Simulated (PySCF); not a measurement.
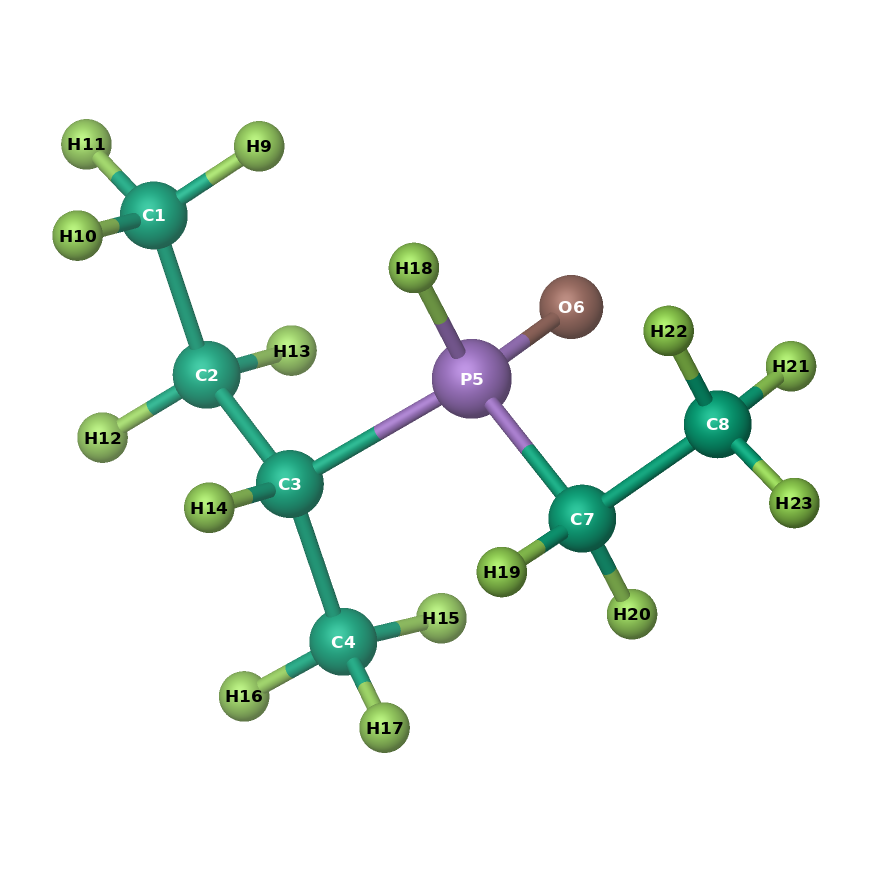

Computed geometry: GFN2-xTB optimisation. No frequency run is at hand to confirm it as a minimum. Electric field gradients from the ground-state density, PBE0/pcSseg-1 (PySCF 2.14.0), non-relativistic apart from any core potentials.

Give the largest field-gradient component, the quadrupole coupling constant and the asymmetry for 17O at O6 (Q = −25.6 mb), 2H at H9 (Q = 2.86 mb), 2H at H10 (Q = 2.86 mb).

```csv
atom,V_zz (a.u.),e²qQ/h (MHz),η
O6,0.822,−4.94,0.02
H9,0.307,0.206,0.04
H10,0.313,0.210,0.02
```

The geometry is semi-empirical. Around P such bond lengths and angles can be off by a tenth of an ångström or more and by several degrees, and values that hang on the shape move with them.
